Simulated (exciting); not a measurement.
**F K-edge absorption of CsSrF3, all-electron BSE**

How far do the exchange and direct terms reshape the F K edge of CsSrF3?

Method: X-ray absorption, core-level Bethe-Salpeter equation, exchange and statically screened direct term, Tamm-Dancoff, all-electron LAPW+lo LDA, in exciting sodium.

**1. Starting point**

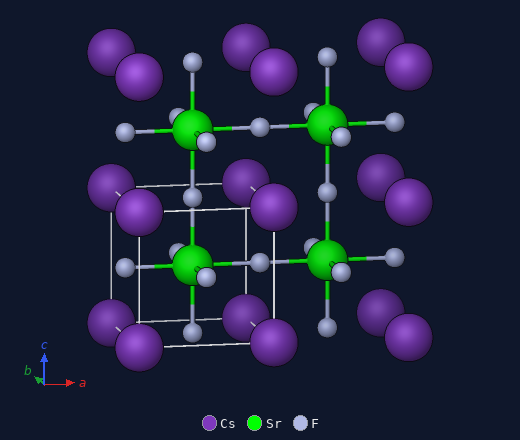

Start, viewed slightly off an axis; caesium purple, strontium green, fluorine light blue. 2×1×2 cells are drawn. Some periodic images of atoms are drawn too.

As a file:

```
Cs Sr F
1.0
     4.76325    0.00000    0.00000
     0.00000    4.76325    0.00000
     0.00000    0.00000    4.76325
Cs Sr F
1 1 3
Direct
  0.00000 0.00000 0.00000
  0.50000 0.50000 0.50000
  0.50000 0.50000 0.00000
  0.50000 0.00000 0.50000
  0.00000 0.50000 0.50000
```

Differences between curves are given as r.m.s. difference over r.m.s. height.

**2. Ground state**

The species files are the program's own, with muffin-tin radii set in the input.

The input, input.xml:

```
<input>
  <title>CsSrF3</title>
  <structure speciespath="." autormt="false" epslat="1.0e-5">
    <crystal>
      <basevect>9.0012323112 0.0000000000 0.0000000000</basevect>
      <basevect>0.0000000000 9.0012323112 0.0000000000</basevect>
      <basevect>0.0000000000 0.0000000000 9.0012323112</basevect>
    </crystal>
    <species speciesfile="Cs.xml" rmt="2.464">
      <atom coord="0.0000000000 0.0000000000 0.0000000000"/>
    </species>
    <species speciesfile="Sr.xml" rmt="2.464">
      <atom coord="0.5000000000 0.5000000000 0.5000000000"/>
    </species>
    <species speciesfile="F.xml" rmt="1.902">
      <atom coord="0.5000000000 0.5000000000 0.0000000000"/>
      <atom coord="0.5000000000 0.0000000000 0.5000000000"/>
      <atom coord="0.0000000000 0.5000000000 0.5000000000"/>
    </species>
  </structure>
  <groundstate do="fromscratch" xctype="LDA_PW" ngridk="3 3 3" rgkmax="7" gmaxvr="14" nempty="8" swidth="0.001" maxscl="100" epsengy="1e-5"/>
</input>
```

Launch:

```sh
$ OMP_NUM_THREADS=1 mpirun -n 4 exciting
```

Numbers of over 12 decimals in the logs are rounded to 6 here.

What it wrote:

```text
EXCITING SODIUM started
********************************************************************************
* Ground-state run starting from atomic densities                              *
********************************************************************************
+ Starting initialization                                                      +
[... lattice and species ...]
 Spin treatment                             :    spin-unpolarised
 Number of Bravais lattice symmetries       :      48
[...]
+ Self-consistent loop stopped                                                 +
 STATE.OUT is written
********************************************************************************
* Groundstate module stopped                                                   *
********************************************************************************
 Total time spent (seconds)                 :       137.08
- CAUTION! Warnings have been written in file WARNING.OUT !                    -
| EXCITING SODIUM stopped                                                      =
[key lines of the parts left out:]
Total energy                               :    -11258.84315398
Fermi energy                               :         0.09085784
```

Run time: 2.3 min. Hardware: 4 MPI ranks of Intel Xeon at 2.50GHz (Skylake/Cascade Lake), shared host.

The warnings file holds hints only, no warning.

The mesh shows a gap of 6.06 eV. Core levels (Dirac, from the valence top):

```
atom  level  energy (eV)
   F  1s1/2       -646.2
```

**3. A richer basis for the empty states**

Each species file gets more local orbitals, built from u and its energy derivative at 0.15 Ha and u at 0.9 Ha.

input.xml is that of step 2.

The input, SPECIES.xml, added lines:

```
<lo l="L">  <!-- L = 0, 1, 2, and 3 from Cs on -->
  <wf matchingOrder="0" trialEnergy="0.1500" searchE="false"/>
  <wf matchingOrder="1" trialEnergy="0.1500" searchE="false"/>
  <wf matchingOrder="0" trialEnergy="0.9000" searchE="false"/>
</lo>
```

Launch:

```sh
$ OMP_NUM_THREADS=1 mpirun -n 4 exciting
```

What it wrote:

```text
EXCITING SODIUM started
********************************************************************************
* Ground-state run starting from atomic densities                              *
********************************************************************************
+ Starting initialization                                                      +
[... lattice and species ...]
 Spin treatment                             :    spin-unpolarised
 Number of Bravais lattice symmetries       :      48
[...]
+ Self-consistent loop stopped                                                 +
 STATE.OUT is written
********************************************************************************
* Groundstate module stopped                                                   *
********************************************************************************
 Total time spent (seconds)                 :       111.40
- CAUTION! Warnings have been written in file WARNING.OUT !                    -
| EXCITING SODIUM stopped                                                      =
[key lines of the parts left out:]
Total energy                               :    -11258.84465500
Fermi energy                               :         0.09122269
```

It took 1.9 min on 4 MPI ranks.

Against the first ground state the total energy moves by -8 meV an atom and the gap by -0.01 eV.

**4. Screening, kernels and BSE for F atom 3**

The absorber has 2 Sr at 2.38 Å (linear, site symmetry 4/mmm).

input.xml: that of step 3 with these lines changed.

```diff
@@ -20,3 +20,20 @@
   </structure>
-  <groundstate do="fromscratch" xctype="LDA_PW" ngridk="3 3 3" rgkmax="7" gmaxvr="14" nempty="8" swidth="0.001" maxscl="100" epsengy="1e-5"/>
+  <groundstate do="skip" xctype="LDA_PW" ngridk="3 3 3" rgkmax="7" gmaxvr="14" nempty="8" swidth="0.001" maxscl="100" epsengy="1e-5"/>
+  <xs xstype="BSE" ngridk="3 3 3" ngridq="3 3 3" vkloff="0.097 0.273 0.493" rgkmax="7" nempty="58" gqmax="3" lmaxapwwf="5" lmaxemat="2" broad="0.01654" tevout="true">
+    <energywindow intv="23.526 25.143" points="439"/>
+    <screening screentype="full" nempty="85"/>
+    <BSE xas="true" xasspecies="3" xasatom="1" xasedge="K" bsetype="singlet" nstlxas="1 54"/>
+    <qpointset>
+      <qpoint>0 0 0</qpoint>
+    </qpointset>
+    <plan>
+      <doonly task="xsgeneigvec"/>
+      <doonly task="writepmatxs"/>
+      <doonly task="scrgeneigvec"/>
+      <doonly task="scrwritepmat"/>
+      <doonly task="screen"/>
+      <doonly task="scrcoulint"/>
+      <doonly task="exccoulint"/>
+    </plan>
+  </xs>
 </input>
```

The input, input.xml for the last start (plan only):

```
  <plan>
    <doonly task="bse"/>
  </plan>
```

Launch:

```sh
$ OMP_NUM_THREADS=1 mpirun -n 4 exciting
$ OMP_NUM_THREADS=4 exciting
```

What it wrote:

```text
| EXCITING SODIUM started for task xsgeneigvec ( 301)                          =
One-shot GS runs for BSE calculations
One-shot GS runs for k+qmt/2 grids
Info(xsgeneigvec): Generating eigenvectors for Q-point      1
Info(xsgeneigvec): Generation of eigenvectors finished
| EXCITING SODIUM started for task writepmatxs ( 320)                          =
Info(writepmatxs): Momentum matrix elements finished
| EXCITING SODIUM started for task scrgeneigvec ( 401)                         =
One-shot GS runs for BSE calculations
One-shot GS runs for k+qmt/2 grids
[...]
Info(setup_bse_block): Setting up RR part of hamiltonian
Info(setup_bse_block): Singlet spin state
Info(bse): Diagonalizing RR Hamiltonian (TDA)
Info(bse): Invoking Lapack routine ZHEEVR
      2916 eigen solutions found in the interval:
         i1=       1 i2=    2916
Info(bse): Writing excition energies and oscillator strengths to text file.
Info(makespectrum_dist): Making spectrum using formula for coupling with time reversed AR basis.
Info(makespectrum_dist): Using formalism for vanishing momentum transfer.
Info(writederived): Writing quantities derived from the macroscopic dielectric function.
Info(bselauncher): Spectrum finished for iqmt=  1
Info(bselauncher): All done for BSE type singlet
```

Run time: 30 min. Hardware: 4 MPI ranks.

Wall time by task: xsgeneigvec 28 s, writepmatxs 29 s, scrgeneigvec 21 s, scrwritepmat 18 s, screen 2.5 min, scrcoulint 8.7 min, exccoulint 16 min, bse 45 s.

The F K spectrum of F atom 3 (energy from the Kohn–Sham onset, core level to the lowest empty state found on the meshes used, 652.17 eV; the ground-state mesh sets it, and the shifted mesh has its lowest transition 0.49 eV above it; Im ε scaled to the maximum of the singlet run; cut below the end of the band set):

```
E (eV)  Im ε
  -4.0  0.02
  -3.0  0.05
  -2.0  0.12
  -1.0  0.68
   0.0  0.53
   1.0  0.22
   2.0  0.17
   3.0  0.31
   4.0  0.37
   5.0  0.15
   6.0  0.13
   7.0  0.14
   8.0  0.17
   9.0  0.09
  10.0  0.07
  11.0  0.08
  12.0  0.18
  13.0  0.13
  14.0  0.10
  15.0  0.13
  16.0  0.18
  17.0  0.18
  18.0  0.22
  19.0  0.22
  20.0  0.13
  21.0  0.11
  22.0  0.10
  23.0  0.07
```

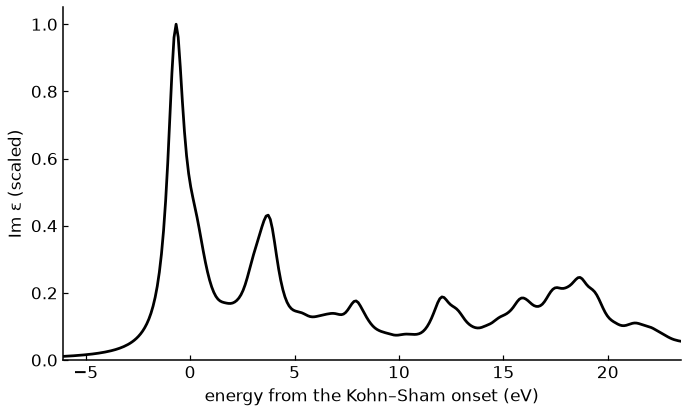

The F K edge of F atom 3.

Maxima (height): -0.7 eV (1.00), 3.7 eV (0.43), 7.9 eV (0.18), 12.1 eV (0.19), 15.9 eV (0.18) and 18.7 eV (0.25).

The Hamiltonian has 2916 rows. The lowest groups of eigenvalues and the brightest ones, on the scale above (the program counts from the shifted mesh's onset, 0.49 eV higher). Core spinors bring spin-forbidden partners, so dark means forbidden by spin or by symmetry, and the shifted mesh splits states that symmetry would keep together:

```
energy (eV)  states within 10 meV  relative strength
     -1.497                     2             5.2e-4
     -0.765                     1               dark
     -0.731                     1               0.85
     -0.705                     1               dark
     -0.665                     1               1.00
     -0.560                     2              0.049
     -0.261                     2               0.13
      0.262                     2               0.11
      3.751                     2               0.18
      3.937                     4               0.19
     18.666                     4               0.16
```

**5. Independent particles**

input.xml: that of step 4 with these lines changed.

```diff
@@ -24,3 +24,3 @@
     <screening screentype="full" nempty="85"/>
-    <BSE xas="true" xasspecies="3" xasatom="1" xasedge="K" bsetype="singlet" nstlxas="1 54"/>
+    <BSE xas="true" xasspecies="3" xasatom="1" xasedge="K" bsetype="IP" nstlxas="1 54"/>
     <qpointset>
@@ -29,9 +29,3 @@
     <plan>
-      <doonly task="xsgeneigvec"/>
-      <doonly task="writepmatxs"/>
-      <doonly task="scrgeneigvec"/>
-      <doonly task="scrwritepmat"/>
-      <doonly task="screen"/>
-      <doonly task="scrcoulint"/>
-      <doonly task="exccoulint"/>
+      <doonly task="bse"/>
     </plan>
```

Launch:

```sh
$ OMP_NUM_THREADS=4 exciting
```

What it wrote:

```text
| EXCITING SODIUM started for task bse ( 445)                                  =
Info(bselauncher): Init time:    3.154563
Info(bselauncher): Setting up and diagonalizing BSE Hamiltonian.
Info(bselauncher): Using momentum transfer vectors from list :   1 to  1
Info(bselauncher): Distributing qmt-points over   1 processes.
Info(bselauncher): BSE type: IP
Info(bselauncher): Momentum transfer list index: iqmt=  1
Info(bselauncher): Momentum transfer: vqmtl=   0.000   0.000   0.000
Info(bse): Inspecting occupations...
Info(setranges_modxs): Number of non-reduced k-points:       27
[...]
highest unoccupied state:  79
  Opening gap with a scissor of:      0.000/H      0.000/eV
Info(select_transitions): Number of participating transitions:    2916
Info(bse): Selecting transitions...
Info(bse):bsegap (eV):   652.658284
Info(bse): IP requested, nothing much to do
Info(bse): Writing excition energies and oscillator strengths to text file.
Info(makespectrum_dist): Making spectrum using formula for coupling with time reversed AR basis.
Info(makespectrum_dist): Using formalism for vanishing momentum transfer.
Info(writederived): Writing quantities derived from the macroscopic dielectric function.
Info(bselauncher): Spectrum finished for iqmt=  1
Info(bselauncher): All done for BSE type IP
```

The job ended after 4.5 s (4 threads).

Maxima (height): 3.0 eV (0.40), 8.1 eV (0.36), 9.9 eV (0.22), 14.7 eV (0.17) and 21.1 eV (0.36); 1 lower ones aren't listed. The spectrum differs from the singlet run by 83 % r.m.s. Moving the earlier curve by +3.7 eV leaves 45 %. The highest maximum lies at 3.0 eV (0.40), against -0.7 eV (1.00).

**6. Exchange alone**

input.xml: that of step 5 with these lines changed.

```diff
@@ -24,3 +24,3 @@
     <screening screentype="full" nempty="85"/>
-    <BSE xas="true" xasspecies="3" xasatom="1" xasedge="K" bsetype="IP" nstlxas="1 54"/>
+    <BSE xas="true" xasspecies="3" xasatom="1" xasedge="K" bsetype="RPA" nstlxas="1 54"/>
     <qpointset>
```

Launch:

```sh
$ OMP_NUM_THREADS=4 exciting
```

What it wrote:

```text
| EXCITING SODIUM started for task bse ( 445)                                  =
Info(bselauncher): Init time:    2.817862
Info(bselauncher): Setting up and diagonalizing BSE Hamiltonian.
Info(bselauncher): Using momentum transfer vectors from list :   1 to  1
Info(bselauncher): Distributing qmt-points over   1 processes.
Info(bselauncher): BSE type: RPA
Info(bselauncher): Momentum transfer list index: iqmt=  1
Info(bselauncher): Momentum transfer: vqmtl=   0.000   0.000   0.000
Info(bse): Inspecting occupations...
Info(setranges_modxs): Number of non-reduced k-points:       27
[...]
Info(setup_bse_block): Setting up RR part of hamiltonian
Info(setup_bse_block): Using RPA approximation
Info(bse): Diagonalizing RR Hamiltonian (TDA)
Info(bse): Invoking Lapack routine ZHEEVR
      2916 eigen solutions found in the interval:
         i1=       1 i2=    2916
Info(bse): Writing excition energies and oscillator strengths to text file.
Info(makespectrum_dist): Making spectrum using formula for coupling with time reversed AR basis.
Info(makespectrum_dist): Using formalism for vanishing momentum transfer.
Info(writederived): Writing quantities derived from the macroscopic dielectric function.
Info(bselauncher): Spectrum finished for iqmt=  1
Info(bselauncher): All done for BSE type RPA
```

Wall time 64 s (4 threads).

Maxima (height): 3.0 eV (0.39), 8.1 eV (0.36), 9.9 eV (0.22), 14.7 eV (0.17) and 21.2 eV (0.37); 1 lower ones aren't listed. The spectrum differs from the independent-particle run by 2 % r.m.s.

**7. A changed run**

In this try the input is made faulty on purpose, to show what that does.

input.xml: that of step 6 with these lines changed.

```diff
@@ -23,4 +23,4 @@
     <energywindow intv="23.526 25.143" points="439"/>
-    <screening screentype="full" nempty="85"/>
-    <BSE xas="true" xasspecies="3" xasatom="1" xasedge="K" bsetype="RPA" nstlxas="1 54"/>
+    <screening screentype="full" nempty="3"/>
+    <BSE xas="true" xasspecies="3" xasatom="1" xasedge="K" bsetype="singlet" nstlxas="1 54"/>
     <qpointset>
@@ -29,3 +29,6 @@
     <plan>
-      <doonly task="bse"/>
+      <doonly task="scrgeneigvec"/>
+      <doonly task="scrwritepmat"/>
+      <doonly task="screen"/>
+      <doonly task="scrcoulint"/>
     </plan>
```

The input, input.xml for the last start (plan only):

```
  <plan>
    <doonly task="bse"/>
  </plan>
```

Launch:

```sh
$ OMP_NUM_THREADS=1 mpirun -n 4 exciting
$ OMP_NUM_THREADS=4 exciting
```

What it wrote:

```text
| EXCITING SODIUM started for task scrgeneigvec ( 401)                         =
One-shot GS runs for BSE calculations
One-shot GS runs for k+qmt/2 grids
Info(xsgeneigvec): Generating eigenvectors for Q-point      1
Using screening GS parameters.
Info(xsgeneigvec): Generation of eigenvectors finished
| EXCITING SODIUM started for task scrwritepmat ( 420)                         =
Info(writepmatxs): Momentum matrix elements finished
Info(scrwritepmat): Momentum matrix elements for screening finished
| EXCITING SODIUM started for task screen ( 430)                               =
[...]
Info(setup_bse_block): Setting up RR part of hamiltonian
Info(setup_bse_block): Singlet spin state
Info(bse): Diagonalizing RR Hamiltonian (TDA)
Info(bse): Invoking Lapack routine ZHEEVR
      2916 eigen solutions found in the interval:
         i1=       1 i2=    2916
Info(bse): Writing excition energies and oscillator strengths to text file.
Info(makespectrum_dist): Making spectrum using formula for coupling with time reversed AR basis.
Info(makespectrum_dist): Using formalism for vanishing momentum transfer.
Info(writederived): Writing quantities derived from the macroscopic dielectric function.
Info(bselauncher): Spectrum finished for iqmt=  1
Info(bselauncher): All done for BSE type singlet
```

Wall time 9.2 min (4 MPI ranks).

The input has a fault: far too few empty states in the screening. Against the singlet run the r.m.s. difference is 107 %. Moving the earlier curve by -2.1 eV leaves 33 %. The highest maximum lies at -2.8 eV (1.39), against -0.7 eV (1.00). The first bright state moves from -0.73 to -2.75 eV. Too few states underscreen, so the attraction is too strong.

```
E (eV)  first run  this run
  -6.0       0.01      0.03
  -5.0       0.02      0.06
  -4.0       0.02      0.17
  -3.0       0.05      1.07
  -2.0       0.12      0.48
  -1.0       0.68      0.38
   0.0       0.53      0.18
   1.0       0.22      0.22
   2.0       0.17      0.35
   3.0       0.31      0.13
   4.0       0.37      0.08
   5.0       0.15      0.09
   6.0       0.13      0.11
   7.0       0.14      0.14
   8.0       0.17      0.08
   9.0       0.09      0.06
  10.0       0.07      0.07
  11.0       0.08      0.18
  12.0       0.18      0.11
  13.0       0.13      0.08
  14.0       0.10      0.12
  15.0       0.13      0.16
  16.0       0.18      0.13
  17.0       0.18      0.18
  18.0       0.22      0.16
  19.0       0.22      0.09
  20.0       0.13      0.06
  21.0       0.11      0.07
  22.0       0.10      0.05
  23.0       0.07      0.03
```

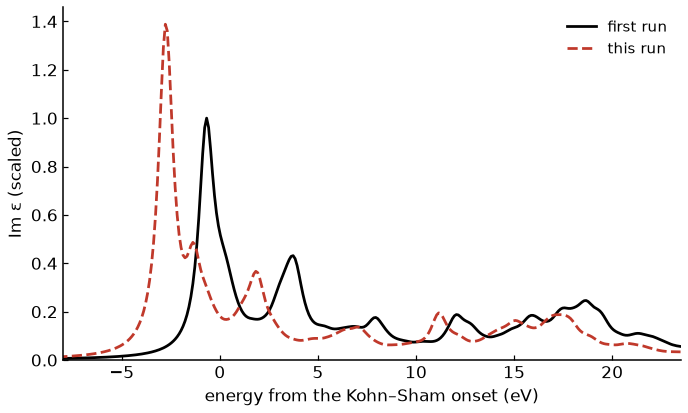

This run beside the first singlet run.

**8. Ground state with other settings**

In this try the input is made faulty on purpose, to show what that does.

The input, input.xml:

```
<input>
  <title>CsSrF3</title>
  <structure speciespath="." autormt="false" epslat="1.0e-5">
    <crystal>
      <basevect>9.0012323112 0.0000000000 0.0000000000</basevect>
      <basevect>0.0000000000 9.0012323112 0.0000000000</basevect>
      <basevect>0.0000000000 0.0000000000 9.0012323112</basevect>
    </crystal>
    <species speciesfile="Cs.xml" rmt="2.464">
      <atom coord="0.0000000000 0.0000000000 0.0000000000"/>
    </species>
    <species speciesfile="Sr.xml" rmt="2.464">
      <atom coord="0.5000000000 0.5000000000 0.5000000000"/>
    </species>
    <species speciesfile="F.xml" rmt="1.902">
      <atom coord="0.5000000000 0.5000000000 0.0000000000"/>
      <atom coord="0.5000000000 0.0000000000 0.5000000000"/>
      <atom coord="0.0000000000 0.5000000000 0.5000000000"/>
    </species>
  </structure>
  <groundstate do="fromscratch" xctype="LDA_PW" ngridk="3 3 3" rgkmax="4.5" gmaxvr="14" nempty="8" swidth="0.001" maxscl="100" epsengy="1e-5"/>
</input>
```

SPECIES.xml, added lines is that of step 3.

Launch:

```sh
$ OMP_NUM_THREADS=1 mpirun -n 4 exciting
```

What it wrote:

```text
EXCITING SODIUM started
********************************************************************************
* Ground-state run starting from atomic densities                              *
********************************************************************************
+ Starting initialization                                                      +
[... lattice and species ...]
 Spin treatment                             :    spin-unpolarised
 Number of Bravais lattice symmetries       :      48
[...]
+ Self-consistent loop stopped                                                 +
 STATE.OUT is written
********************************************************************************
* Groundstate module stopped                                                   *
********************************************************************************
 Total time spent (seconds)                 :        61.61
- CAUTION! Warnings have been written in file WARNING.OUT !                    -
| EXCITING SODIUM stopped                                                      =
[key lines of the parts left out:]
Total energy                               :    -11258.61406056
Fermi energy                               :         0.06542635
```

Elapsed: 63 s, on 4 MPI ranks.

Against the second ground state the total energy moves by 1255 meV an atom and the gap by 0.05 eV.

[end of part 1 of 2]

[Banner, clock and machine lines of the logs are left out without a mark of their own.]

[Logs are printed without paths, hosts, clocks, repeated set-up lines and the standing remarks that a program may print on its own settings, such as how far it seeks lower states.]

[Hosts, paths, dates, database ids (printed as entryN), source tags and the programs' standing remarks are cut or masked in the printed files.]
